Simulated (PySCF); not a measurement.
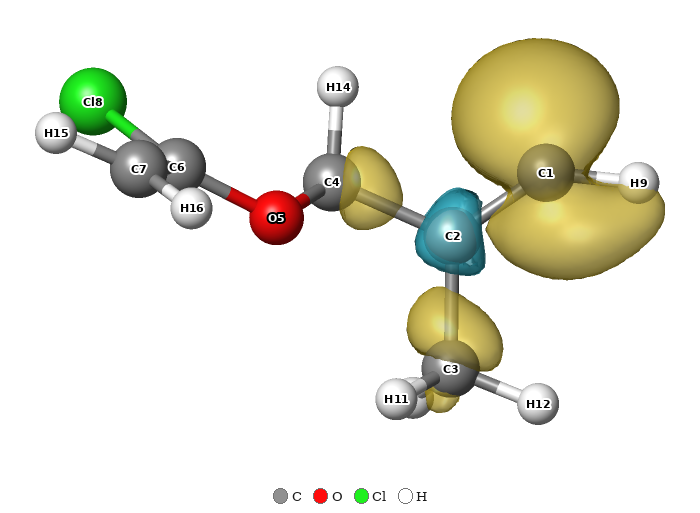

The picture shows: C$_{6}$H$_{8}$ClO (doublet). Isosurfaces of the spin density at +0.03 (yellow) and −0.03 e/Å³ (cyan), seen at a tilt.

Geometry: GFN2-xTB.

Theory: UKS B3LYP, pcH-1 on C Cl H O, non-relativistic, mean-field spin-orbit, GIAO (PySCF 2.14.0, density-fitted response routines).

```xyz
16

C    -2.0255    1.2288    1.1596
C    -1.4817    0.3226    0.4142
C    -2.0306   -0.1499   -0.9210
C    -0.1948   -0.3709    0.8072
O     0.7884   -0.0286   -0.1660
C     2.0736   -0.3174    0.0585
C     3.0670    0.2928   -0.5701
Cl    2.4118   -1.6066    1.1868
H    -2.8764    1.8664    1.1696
H    -2.3260   -1.1946   -0.8385
H    -1.2448   -0.0625   -1.6676
H    -2.8891    0.4433   -1.2209
H    -0.3456   -1.4591    0.8133
H     0.1250   -0.0471    1.8030
H     4.0873   -0.0013   -0.4274
H     2.8538    1.0932   -1.2531
```

### Describe the spin distribution.

The unpaired spin (1 electron) lies mostly on C1 (about 0.8), in electrons by Hirshfeld's partition.
